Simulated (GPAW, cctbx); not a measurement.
## Ta3PtC: deformation density and structure factors from DFT

Question: by how much does bonding change the X-ray structure factors of Ta3PtC, how firmly does DFT give the change, and what does a routine refinement make of it?

The start was made by putting kin elements into a known structure type; the compound need not exist, or be stable, in this form. All numbers below are calculated.

## 1. Relax the structure

The density hangs on the geometry, so cell and atoms are relaxed first, with the symmetry held. The cutoff is set higher than for the density because stress converges slowly with plane waves.

Settings: GPAW 26.7.0, PBE, 670 eV, 5×5×5 k-points, Fermi–Dirac width 0.1 eV, BFGS to 0.03 eV/Å.

```text
cell
1.0
     4.326000000    0.000000000    0.000000000
     0.000000000    4.326000000    0.000000000
     0.000000000    0.000000000    4.326000000
Pt Ta C
1 3 1
Direct
0.000000000 0.000000000 0.000000000
0.500000000 0.500000000 0.000000000
0.000000000 0.500000000 0.500000000
0.500000000 0.000000000 0.500000000
0.500000000 0.500000000 0.500000000
```

```console
$ OMP_NUM_THREADS=1 mpirun -n 4 gpaw python run.py > gpaw.log
```

```text
BFGS:    0      -47.279899        1.048106
BFGS:    1      -47.322513        0.856283
BFGS:    2      -47.403704        0.052478
BFGS:    3      -47.404049        0.001639
cell  4.2591 4.2591 4.2591  90.00 90.00 90.00
volume 77.259 A^3, largest force 0.000 eV/A, largest stress 0.02 GPa
```

After 3 steps the volume has changed by -4.6 % and the energy by -0.124 eV; the largest stress left is 0.02 GPa. It took 71 s on 4 cores of Arm Neoverse N1 (shared host), peak memory 0.83 GiB.

Relaxed structure: Pm-3m (no. 221), a = 4.2591 Å, b = 4.2591 Å, c = 4.2591 Å, α = 90.00°, β = 90.00°, γ = 90.00°.

| atom | mult. | x | y | z |
| --- | --- | --- | --- | --- |
| Pt1 | 1 | 0 | 0 | 0 |
| Ta1 | 3 | 1/2 | 1/2 | 0 |
| C1 | 1 | 1/2 | 1/2 | 1/2 |

## 2. Density and charge transfer

X-rays see the whole electron density, so the PAW density is rebuilt with its core regions. Subtracting spherical free atoms from the same code cancels the cores and leaves the deformation density Δρ, the part due to bonding.

Settings: PBE, 550 eV, 6×6×6 k-points, Fermi–Dirac width 0.1 eV; primitive cell of 5 atoms.

```console
$ OMP_NUM_THREADS=1 mpirun -n 4 gpaw python run.py > gpaw.log
```

```text
|iter:   1|       0s |  -53.051395 | +0.26 |       |
|iter:   2|       2s |  -50.807230 | -1.39 | -1.03 |
|iter:   3|       4s |  -47.561617 | -0.57 | -1.11 |
...
|iter:   9|      14s |  -47.340464c| -5.87 | -3.96 |
|iter:  10|      15s |  -47.340468c| -6.72 | -4.52c|
|iter:  11|      17s |  -47.340469c| -7.76c| -4.86c|
```

```text
grid (48, 48, 48)  electrons 303.000  moved by bonding 1.410 e
deformation density beyond 0.5 A of the nuclei: max 0.113, min -0.218 e/A^3
atom        x       y       z   Voronoi charge  moment
Pt1    0.0000  0.0000  0.0000     -0.085       0.00
Ta2    0.5000  0.5000  0.0000      0.236       0.00
Ta3    0.0000  0.5000  0.5000      0.236       0.00
Ta4    0.5000  0.0000  0.5000      0.236       0.00
C 5    0.5000  0.5000  0.5000     -0.623       0.00
mean inner potential of superposed free atoms 31.751 V
total magnetic moment 0.000 muB
```

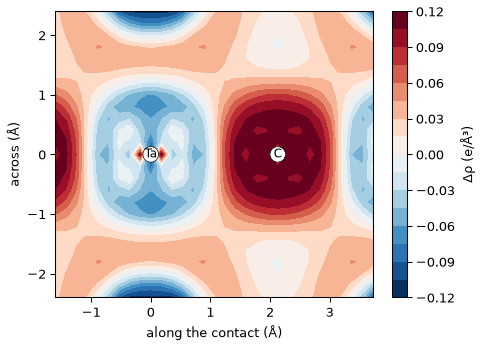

Deformation density in a plane through the shortest contact of the Ta atom at the origin; red gains electrons, blue loses them.

C gains most (-0.62 e) and Ta loses most (+0.24 e), as electronegativity suggests. Such charges fall far short of formal ones, since overlapping free atoms already put density on their neighbours. Along the shortest contact from the Ta atom at the map's origin, Ta–C at 2.13 Å, Δρ is +0.01 e/Å³ at the midpoint and highest, +0.11, 1.49 Å from Ta (points within 0.5 Å of a nucleus left out): little sits at the middle, as in a polar contact, whose build-up shifts to the more electronegative atom. At the midpoints of other shortest contacts it is +0.04 (Pt–Ta, 3.01 Å) and +0.01 (Ta–Ta, 3.01 Å) e/Å³. Point values carry grid noise of about 0.01 e/Å³. The run needed 11 iterations, 32 s.

## 3. Structure factors

The Fourier components of Δρ, added to those of the free atoms, give the static X-ray structure factors; the Mott–Bethe relation turns them into the Fourier components V of the potential that fast electrons feel.

```text
static structure factors of the conventional cell: F in electrons, V (Mott-Bethe) in volts
   h  k  l      d  |F| table  |F| free   |F| DFT   change   |V| free  |V| DFT  change %
   0  1  0  4.2591     0.475     0.448     0.086   -0.361     1.558    1.169    -25.0
   0  1  1  3.0116     9.050     9.028     9.321    0.293     1.061    0.903    -14.9
   1  1  1  2.4590   246.758   246.505   245.679   -0.826    15.962   16.258      1.9
   0  2  0  2.1296   244.378   244.023   243.671   -0.352    15.867   15.962      0.6
   0  2  1  1.9047     1.192     1.248     1.019   -0.228     0.484    0.435    -10.2
   1  2  1  1.7388     6.438     6.501     6.346   -0.155     0.807    0.835      3.4
   0  2  2  1.5058   216.793   216.428   216.577    0.149    11.646   11.626     -0.2
   1  2  2  1.4197     1.398     1.414     1.400   -0.014     0.289    0.287     -0.6
   0  3  0  1.4197     1.398     1.414     1.371   -0.043     0.289    0.284     -1.8
   0  3  1  1.3468     5.575     5.604     5.589   -0.015     0.581    0.582      0.3
   1  3  1  1.2842   197.898   197.675   197.851    0.176     9.130    9.113     -0.2
   2  2  2  1.2295   197.618   197.451   197.611    0.160     9.466    9.451     -0.2
   0  3  2  1.1813     1.539     1.563     1.598    0.035     0.212    0.215      1.4
   1  3  2  1.1383     5.204     5.251     5.266    0.015     0.442    0.441     -0.3
```

The largest X-ray change is -0.83 e on 111, 0.3 % of |F|. For electrons V goes as (Z − F)/g², and among components above 0.1 V the largest relative change is this: |V| of 010 moves by -25.0 % (1.56 to 1.17 V) against -80.6 % in |F|. The last three rows change by 0.16 e or less, against 0.83 e at the top: the effect is concentrated at low angle. The tabulated Hartree–Fock atoms differ from the free DFT atoms by up to 0.37 e, so the choice of reference atom matters too.

## 4. How cheap can the run be?

Cutoff and k-mesh: one is changed at a time, to find what the result needs.

```csv
run,ΔF 111 (e),ΔF 010 (e),ΔF 020 (e),q(C) (e),moved (e),time
550 eV 6×6×6,-0.826,-0.361,-0.352,-0.623,1.410,32 s
250 eV 6×6×6,-0.813,-0.347,-0.410,-0.592,1.409,14 s
350 eV 6×6×6,-0.822,-0.359,-0.360,-0.618,1.369,18 s
750 eV 6×6×6,-0.826,-0.362,-0.351,-0.627,1.371,44 s
550 eV 2×2×2,-0.893,-0.366,-0.319,-0.633,1.465,18 s
550 eV 3×3×3,-0.822,-0.359,-0.365,-0.621,1.421,19 s
```

Within 0.02 e of the base on all three: 350 eV 6×6×6, 550 eV 3×3×3 and 750 eV 6×6×6. The largest error, 0.067 e, comes with 550 eV 2×2×2. Times are from shared hosts.

## 5. Refining ordinary atoms against data with bonding

Routine crystallography fits spherical atoms. To see the bias, intensities are simulated from tabulated atoms plus the DFT change ΔF, so that bonding alone can misfit (5040 reflections of the full sphere, merged to the counts below, to 0.4 Å, 0.5 % proportional noise plus counting noise, assumed isotropic U as listed, Δρ smeared by the mean U) and refined with cctbx over different ranges.

| range | data | R1 | GooF | U Pt1 (true 0.0061) | U Ta1 (true 0.0063) | U C1 (true 0.0138) | largest shift (Å) | Δρ max, min (e/Å³) |
| --- | --- | --- | --- | --- | --- | --- | --- | --- |
| all data | 166 | 0.0034 | 1.04 | 0.0061 | 0.0063 | 0.0136 | 0.0000 | 0.39, -0.36 |
| low resolution, d > 0.84 | 26 | 0.0021 | 1.12 | 0.0060 | 0.0063 | 0.0155 | 0.0000 | 0.17, -0.09 |
| high order, d < 0.75 | 132 | 0.0043 | 1.01 | 0.0061 | 0.0063 | 0.0136 | 0.0000 | 0.35, -0.32 |
| occupancies free, d > 0.7 | 42 | 0.0021 | 1.09 | 0.0061 | 0.0063 | 0.0141 | 0.0000 | 0.18, -0.16 |

With all data GooF is 1.04, so at this noise the bonding hardly shows; the top residual peak, near noise level, lies 0.81 Å from C and 1.79 Å from Ta. No U is off by more than 3 s.u. at low resolution. Symmetry fixes every coordinate, so the shifts are zero by construction. With Pt1 held at 1 and the scale free, the other occupancies refine to Ta1 1.000(0.001) and C1 1.023(0.026), within three s.u. of full.

## 6. Answer

Bonding moves 1.41 e in the primitive cell of Ta3PtC and changes the structure factors of the conventional cell in the table above by at most 0.83 e (111, 0.3 %), and among reflections above 2 % of the strongest by up to 3.2 % (011). The shortest bond, Ta–C, has Δρ = +0.01 e/Å³ at its midpoint, low for a shared bond; with the charge transfer this is a polar contact. Within 0.02 e of the base on all three: 350 eV 6×6×6, 550 eV 3×3×3 and 750 eV 6×6×6. The largest error, 0.067 e, comes with 550 eV 2×2×2. With all data GooF is 1.04, so at this noise the bonding hardly shows. Limits: static density, frozen cores, no spin–orbit coupling.

[Outputs are excerpts: Python notices, other lines and further rows are left out; steps that failed or that the build refused (PBEsol, TPSS) are not shown.]

[Logs are printed without paths, hosts, clocks, repeated set-up lines and the standing remarks that a program may print on its own settings, such as how far it seeks lower states.]
